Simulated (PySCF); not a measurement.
# C$_{3}$H$_{11}$BN$_{2}$Si (SMILES CN[BH2-][N+]#C[SiH2]C): what the fields show

```xyz
18

C    -2.2847    0.6740   -0.4432
N    -2.3259   -0.5358    0.3083
B    -1.6868   -1.7801   -0.2336
N    -0.2576   -1.3182   -0.4679
C     0.4925   -0.4581   -0.6808
Si    1.7832    0.8466   -0.9871
C     3.1697    0.5124    0.2618
H    -1.2416    1.0472   -0.5981
H    -2.7115    0.4952   -1.4308
H    -2.8491    1.4641    0.0552
H    -2.1409   -0.3657    1.2879
H    -1.6705   -2.6661    0.5529
H    -2.0789   -2.0746   -1.3184
H     2.2182    0.6569   -2.3723
H     1.2007    2.1751   -0.7771
H     3.5427   -0.5052    0.1809
H     4.0080    1.1848    0.1030
H     2.8238    0.6539    1.2826
```

Geometry: GFN2-xTB.

Method: PySCF, PBE0/pcSseg-1, SCF density, gas phase, non-relativistic.

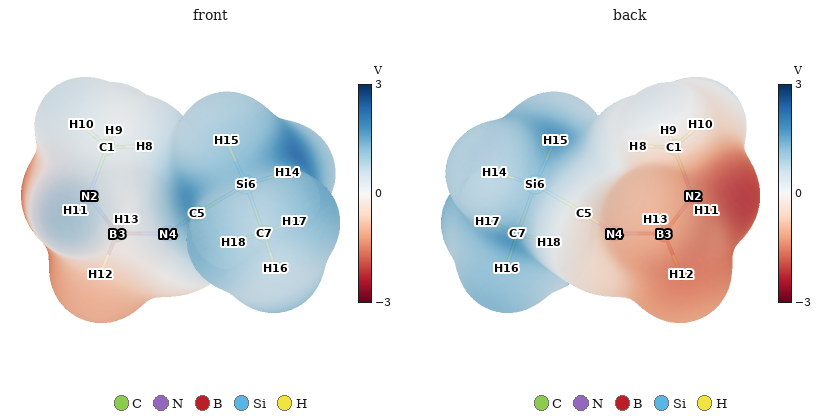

Figure 1. The electrostatic potential painted on the density surface at 0.002 e/bohr³, seen from the front and from behind; red is negative and blue positive.

Which sites attract a positive test charge, and which a negative one?

Answer. A positive charge is drawn to the negative regions and a negative charge to the positive ones. The most negative region (about −2.1 V, or −48 kcal/mol for a unit charge) lies over N2, the most positive (about +2.1 V, or +48 kcal/mol for a unit charge) over Si6. N2 is the likeliest acceptor of a hydrogen bond.

How polar is the molecule by this calculation?

Answer. Its dipole moment is 6.63 D.

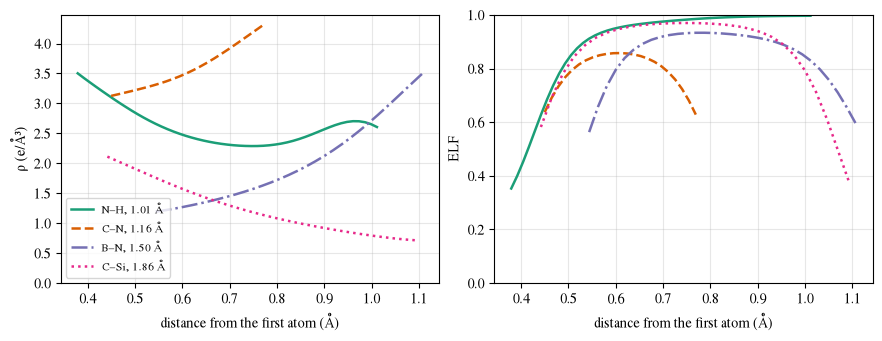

Figure 2. Electron density and ELF along straight lines between neighbouring atoms. The curves leave out the atomic cores.

What kind of bonding do the profiles show?

Answer. N–H (1.01 Å): ρ is about 2.8 e/Å³ halfway; the ELF climbs to about 1 towards the hydrogen, as it does in any bond to H; a covalent bond by its length.
C–N (1.16 Å): ρ at the midpoint is about 3.4 e/Å³; the ELF peaks at about 0.85 between the atoms; a short, multiple covalent bond.
B–N (1.50 Å): ρ at the midpoint is about 1.6 e/Å³; the ELF peaks at about 0.95 between the atoms, as expected for a polar covalent bond.
C–Si (1.86 Å): the density is about 0.88 e/Å³ at the midpoint; the ELF peaks at about 0.95 between the atoms; localised, covalent bonding.
